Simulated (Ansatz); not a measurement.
**F$_{2}$H$_{3}$SbSi (SMILES F[SiH](F)[SbH2]): density, localisation and related maps**

```xyz
7

F     1.4826   -1.1297   -0.3986
F    -0.1355   -0.3410    1.4771
Sb   -1.6350   -2.5386   -0.6938
Si    0.3556   -1.6408    0.6457
H     1.0217   -2.5595    1.6064
H    -0.7346   -3.9656   -1.0112
H    -2.2585   -3.2195    0.7537
```

Geometry: PBE0-D4/def2-SVP; core potentials replace the inner electrons of Sb.

All numbers below come from isolated molecule in a Gaussian basis; Kohn-Sham density functional theory, functional PBE0 (Ansatz).

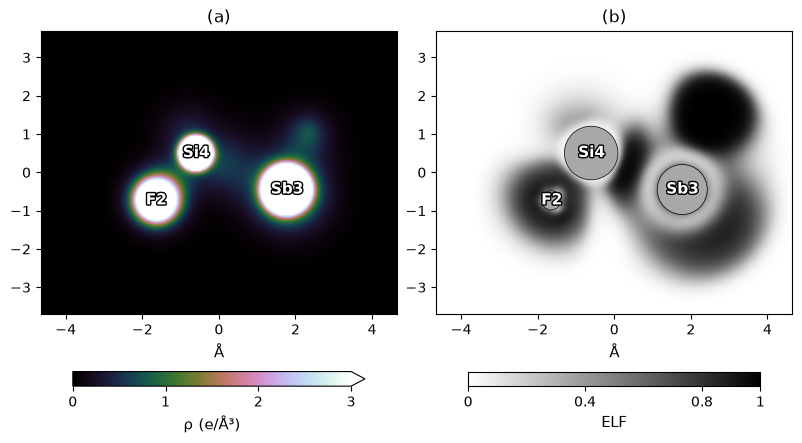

Figure 1. (a) electron density; (b) electron localisation function on the plane of atoms F2, Si4 and Sb3. Grey discs cover the atomic cores in the ELF map.

> What do the fields say about this system?

Atoms in the plane: F, Sb and Si.
Si–F (1.62 Å): the density is about 1.1 e/Å³ at the midpoint; the ELF peaks at about 0.85 in the valence shell of F, 0.6 Å from its nucleus, and is about 0.55 at the midpoint.
Si–Sb (2.56 Å): ρ is about 0.55 e/Å³ halfway; the ELF peaks at about 0.95 between the atoms; localised, covalent bonding.
The ELF also peaks beside Sb3 and F2, away from the bonds: lone-pair regions.

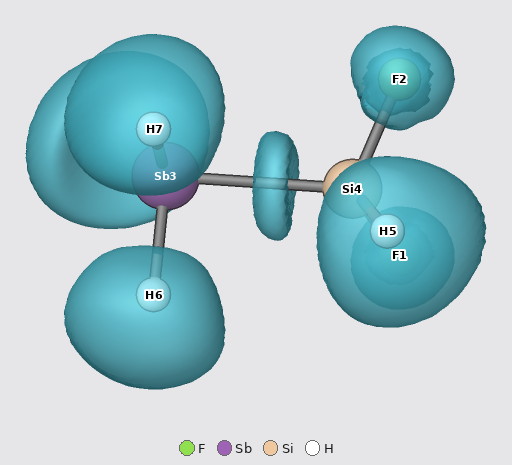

Figure 2. Isosurface of the ELF at 0.8 (cyan), seen at a tilt. Core shells and regions of very low density are left out.

> Where are the electrons localised?

The ELF exceeds this value in one region between bonded Sb–Si atoms (shared pairs), three regions around hydrogen nuclei, one lobe on Sb, pointing away from the bonds (lone pairs) and two regions wrapped around F (the valence shell of each).

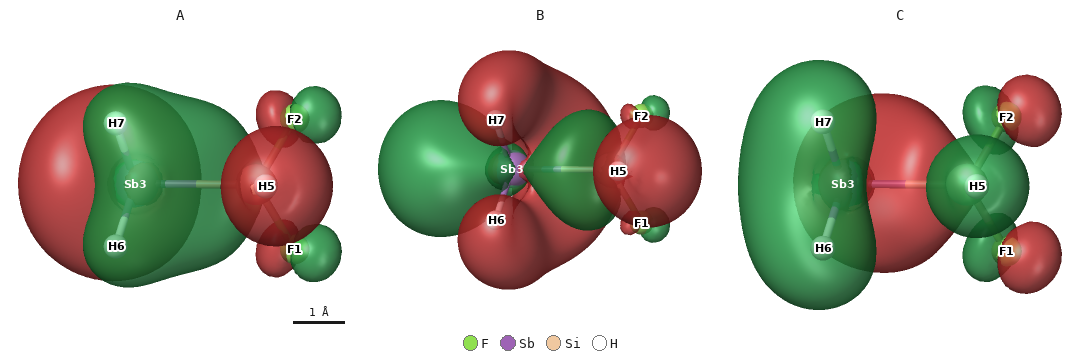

Figure 3. Three frontier orbitals at ±0.05 Å⁻³ᐟ² (green and red are the two phases), in no order.

> Which picture is the HOMO−1, the HOMO and the LUMO?

C is the HOMO−1 (−8.92 eV). By Hirshfeld shares it lies mainly on Sb3 (about 50 %), Si4 (about 15 %), H7 (about 10 %) and H6 (about 10 %). A is the HOMO (−7.70 eV). It lies mainly on Sb3 (about 65 %), Si4 (about 20 %) and H5 (about 5 %). B is the LUMO (−0.85 eV). It lies mainly on Sb3 (about 55 %), Si4 (about 25 %), H5 (about 5 %), H6 (about 5 %) and H7 (about 5 %).

> What is the HOMO–LUMO gap?

6.85 eV between the orbital energies.
